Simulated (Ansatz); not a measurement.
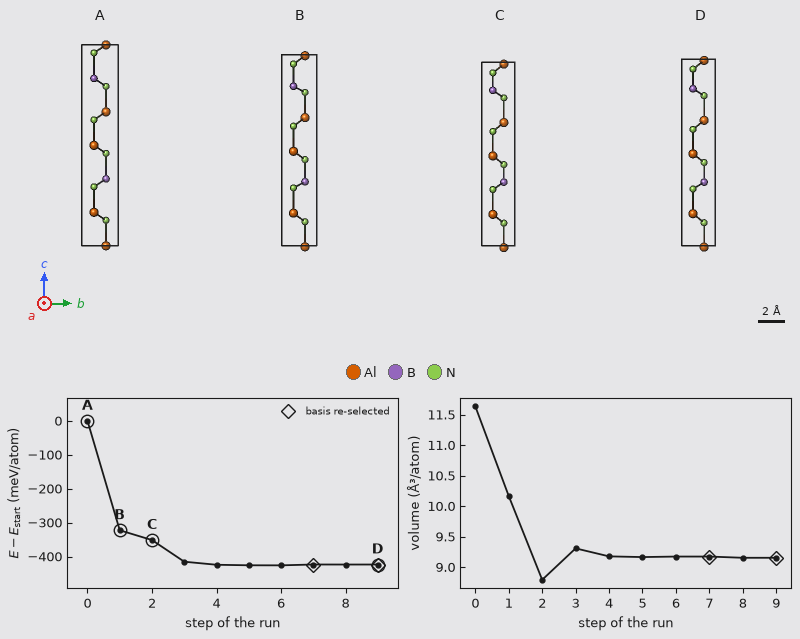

Frames of a relaxation of a crystal of Al$_{2}$BN$_{3}$ (a generated structure, set up in P6_3mc) (coarse preliminary run), marked on the history of the run. The picture is a ball-and-stick view of the cell of the calculation, seen along the a axis.

Computed with Ansatz, DFT PBE, scalar-relativistic, plane waves, PAW. Set-up: plane-wave cutoff 420 eV; k-point mesh 6 × 6 × 1; occupations gaussian; smearing width 0.1 eV; no spin polarisation; cell and atoms relaxed; force threshold 0.04 eV/Å; at most 70 steps.

### Describe the path.

The largest moves relative to the cell, 0.20 Å, are those of N atoms. Largest moves by element: N 0.20 Å, B 0.11 Å, Al 0.10 Å. Cell: a = b 3.224 → 2.967 Å (−8.0 %), c 15.510 → 14.411 Å (−7.1 %). Volume −21.3 %. Among the contacts that change: B–N 1.972 → 1.520 Å, B–N 1.960 → 1.793 Å, Al–N 1.960 → 1.839 Å, Al–N 1.972 → 1.882 Å. Among the angles between lasting bonds that change: Al–N–Al 110.7° → 106.7°, N–Al–N 110.7° → 106.7°, Al–N–Al 108.2° → 112.1°. The space group stays P6_3mc (No. 186). The energy falls by 424 meV per atom in 7 accepted moves (9 points after the start). The largest force component goes from 1.9 to 0.0058 eV/Å. The pressure goes from −31.30 to −0.01 GPa. At 2 points the geometry stayed and the basis and grid were re-selected for the new cell (energy shift of 2.5 meV per atom at most each time). The run took 17 s on 1 thread of Intel(R) Xeon(R) 6975P-C (Granite Rapids), on a shared host, peak memory 0.39 GiB. From step 0 to 1: N atoms move most (0.14 Å), volume −12.6 %, energy −323 meV per atom. From step 1 to 2: B atoms move most (0.17 Å), volume −13.5 %, energy −28.9 meV per atom. From step 2 to 9: B atoms move most (0.08 Å), volume +4.1 %, energy −72.1 meV per atom.
